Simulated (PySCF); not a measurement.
**Run report: C2H7Al, geometry relaxation**

System: C2H7Al, SMILES C[CH2][AlH2].
Method: PBE0-D3(BJ)/def2-SVP geometry optimisation, gas phase (PySCF 2.14.0).

It belongs to a series of runs on one base structure; here: H on Al replaced by C2H5.

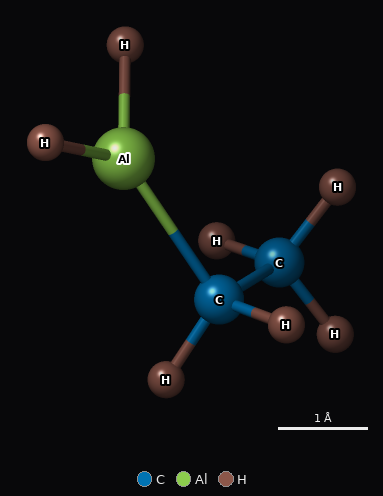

Fig. 1: The starting structure (ball-and-stick view, seen at a tilt). Sticks mark near contacts. Bond lengths as drawn: Al–C 1.98 Å, Al–H 1.55 to 1.58 Å, C–C 1.54 Å and C–H 1.06 to 1.10 Å.

**Input file**
```
{"job": {"xc": "PBE0", "basis": "def2-SVP", "d3": "d3bj", "grid": 1, "shake": 0.01, "kind": "geom"}, "charge": 0, "multiplicity": 1}
C     -1.095120    -0.086180     0.549940
C     -0.260190     0.317350    -0.677770
Al     1.600300    -0.171790    -0.188670
H     -2.137590     0.160080     0.379950
H     -0.787520     0.477080     1.421190
H     -1.018710    -1.120230     0.762590
H     -0.391400     1.387650    -0.895310
H     -0.626780    -0.195940    -1.567380
H      1.875260    -0.822550     1.222460
H      2.892190     0.033600    -1.028050
```

The first line tells a small driver script what to run in PySCF; the rest is the geometry in Å.

Run as:
```bash
OMP_NUM_THREADS=1 python <driver script> task.json out
```

**What the program printed**
```
step   0  E = -322.47507282  max force = 0.029848
step   1  E = -322.48034276  max force = 0.004725
step   2  E = -322.48095761  max force = 0.004607
step   3  E = -322.48136165  max force = 0.001767
step   4  E = -322.48141492  max force = 0.000782
step   5  E = -322.48142774  max force = 0.000355
optimisation converged
```

**Trajectory as extended XYZ (Å, eV, eV/Å), 6 frames, from step=0 to step=5**
```
10
Properties=species:S:1:pos:R:3:forces:R:3 step=0 energy=-8774.99369
C    -1.0951   -0.0862    0.5499   -0.0926   1.5349  -1.1317
C    -0.2602    0.3174   -0.6778    0.4584  -0.2485   0.8099
Al    1.6003   -0.1718   -0.1887   -0.3255   0.1603  -0.1323
H    -2.1376    0.1601    0.3800   -0.7051  -0.0225   0.0431
H    -0.7875    0.4771    1.4212    0.2028   0.1976   0.6574
H    -1.0187   -1.1202    0.7626    0.0841  -1.5301   0.4092
H    -0.3914    1.3877   -0.8953    0.1297   0.1527  -0.0059
H    -0.6268   -0.1959   -1.5674   -0.0212  -0.2727  -0.4209
H     1.8753   -0.8226    1.2225   -0.1351  -0.1187   0.2611
H     2.8922    0.0336   -1.0280    0.4045   0.1471  -0.4899
10
Properties=species:S:1:pos:R:3:forces:R:3 step=1 energy=-8775.13709
C    -1.1585   -0.0678    0.5513    0.0033   0.1686  -0.2299
C    -0.2252    0.2892   -0.6153    0.0045  -0.1635   0.2430
Al    1.6539   -0.1686   -0.2099   -0.0524   0.0362   0.0499
H    -2.2047    0.1923    0.3287   -0.0931  -0.0642  -0.0168
H    -0.8919    0.4892    1.4604    0.0536  -0.0511   0.1400
H    -1.1241   -1.1416    0.7926   -0.0148   0.0114   0.0585
H    -0.3162    1.3665   -0.8465    0.0712  -0.0124  -0.0903
H    -0.5589   -0.2351   -1.5302    0.0817   0.0602  -0.0618
H     1.9705   -0.8293    1.2036   -0.0259  -0.0441   0.0671
H     2.9053    0.0843   -1.1557   -0.0281   0.0589  -0.1596
10
Properties=species:S:1:pos:R:3:forces:R:3 step=2 energy=-8775.15382
C    -1.1747   -0.0612    0.5500   -0.0384   0.1309  -0.1530
C    -0.2156    0.2822   -0.5988   -0.0336  -0.1035   0.2369
Al    1.6567   -0.1694   -0.1946    0.0909  -0.0145   0.0177
H    -2.2200    0.1950    0.3083   -0.0064  -0.0290   0.0035
H    -0.9207    0.4866    1.4717    0.0192  -0.0275   0.0138
H    -1.1515   -1.1335    0.7993    0.0000  -0.0152   0.0151
H    -0.2856    1.3573   -0.8474    0.0327   0.0136  -0.0352
H    -0.5249   -0.2370   -1.5250    0.0341   0.0068  -0.0311
H     2.0164   -0.8424    1.2088   -0.0441   0.0014   0.0034
H     2.8700    0.1015   -1.1935   -0.0545   0.0369  -0.0711
10
Properties=species:S:1:pos:R:3:forces:R:3 step=3 energy=-8775.16482
C    -1.2004   -0.0525    0.5456   -0.0515  -0.0159   0.0169
C    -0.1994    0.2679   -0.5646   -0.0029   0.0089   0.0523
Al    1.6730   -0.1734   -0.1785    0.0909  -0.0311  -0.0122
H    -2.2381    0.2051    0.2716    0.0368   0.0201   0.0062
H    -0.9666    0.4857    1.4797   -0.0172   0.0124  -0.0469
H    -1.1969   -1.1242    0.8030    0.0040  -0.0094  -0.0174
H    -0.2397    1.3407   -0.8342   -0.0090   0.0191   0.0102
H    -0.4759   -0.2462   -1.5048   -0.0097  -0.0257  -0.0078
H     2.0748   -0.8534    1.2109   -0.0046   0.0170  -0.0206
H     2.8195    0.1296   -1.2498   -0.0368   0.0046   0.0194
10
Properties=species:S:1:pos:R:3:forces:R:3 step=4 energy=-8775.16627
C    -1.2116   -0.0512    0.5436   -0.0308  -0.0402   0.0299
C    -0.1939    0.2618   -0.5516    0.0174   0.0115   0.0112
Al    1.6822   -0.1779   -0.1726    0.0255  -0.0030  -0.0229
H    -2.2425    0.2137    0.2541    0.0144   0.0175   0.0010
H    -0.9882    0.4878    1.4790   -0.0106   0.0152  -0.0229
H    -1.2185   -1.1229    0.8017    0.0013   0.0024  -0.0144
H    -0.2278    1.3348   -0.8242   -0.0040   0.0031   0.0105
H    -0.4628   -0.2519   -1.4952   -0.0039  -0.0135   0.0032
H     2.1109   -0.8560    1.2079   -0.0045   0.0076  -0.0076
H     2.8024    0.1411   -1.2640   -0.0049  -0.0005   0.0120
10
Properties=species:S:1:pos:R:3:forces:R:3 step=5 energy=-8775.16661
C    -1.2173   -0.0527    0.5434   -0.0025  -0.0182   0.0084
C    -0.1907    0.2582   -0.5447    0.0090   0.0014  -0.0001
Al    1.6884   -0.1783   -0.1729   -0.0139   0.0056  -0.0049
H    -2.2436    0.2184    0.2447    0.0008   0.0057  -0.0026
H    -1.0004    0.4887    1.4784   -0.0008   0.0049  -0.0028
H    -1.2304   -1.1244    0.8005    0.0013   0.0044  -0.0057
H    -0.2233    1.3314   -0.8169   -0.0030  -0.0008   0.0017
H    -0.4567   -0.2558   -1.4894   -0.0013  -0.0010   0.0016
H     2.1242   -0.8548    1.2051    0.0060  -0.0008   0.0006
H     2.7998    0.1484   -1.2694    0.0044  -0.0013   0.0039
```

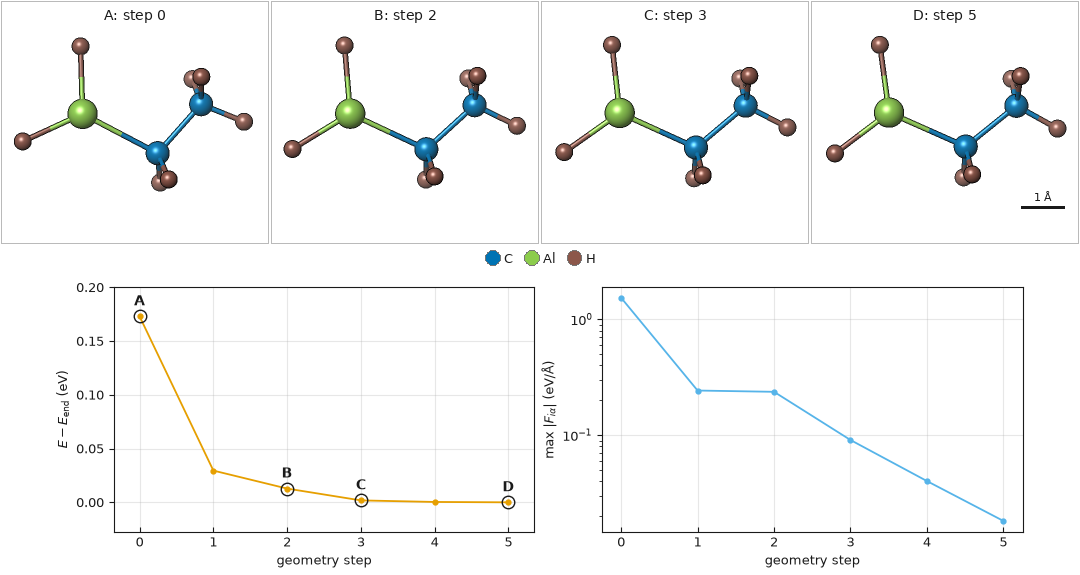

Fig. 2: Frames of the relaxation (ball-and-stick view, seen on its broad side) above the curves, on which the letters mark them (steps are counted from 0).

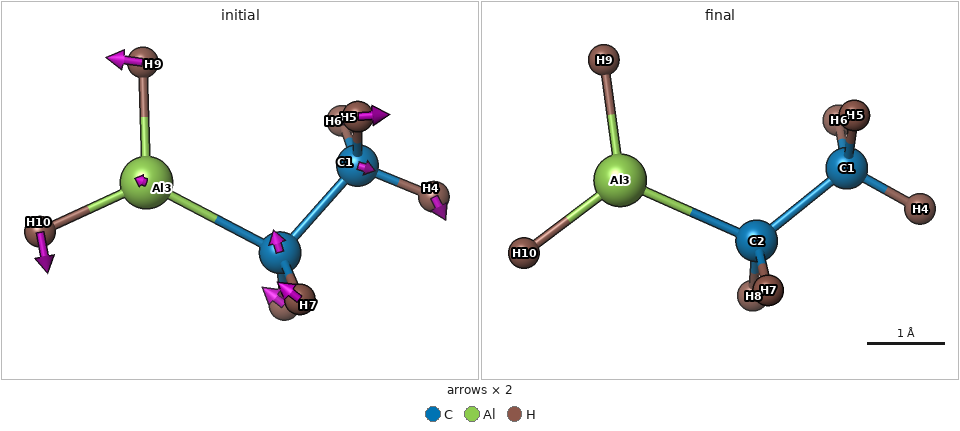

Fig. 3: Before (left) and after (right) the relaxation, at one scale (ball-and-stick view, seen on its broad side). The pink arrows give the displacements, magnified 2 times. The energy falls by 0.173 eV in 5 geometry steps. The largest force component goes from 1.5 to 0.018 eV/Å. The atom that moves furthest after the best rigid fit is H10 (0.28 Å). By element the largest moves are H 0.28 Å, C 0.16 Å, Al 0.09 Å. Among the contacts that change: C1–H6 1.058 → 1.102 Å, Al3–H10 1.554 → 1.595 Å, C2–Al3 1.985 → 1.965 Å, C1–H4 1.085 → 1.103 Å. Among the angles that change: C1–C2–Al3 104.3° → 117.6°, C2–Al3–H10 127.8° → 119.4°, Al3–C2–H7 113.6° → 106.9°. (Atoms are counted from 1 in the order of the input.)

**Summary**

```tsv
quantity	value
outcome	converged
total energy	−322.481428 hartree
dipole moment	0.74 D
point group	Cs
hardware	1 CPU thread, shared host
wall time	9.7 s
peak memory	0.34 GiB
```
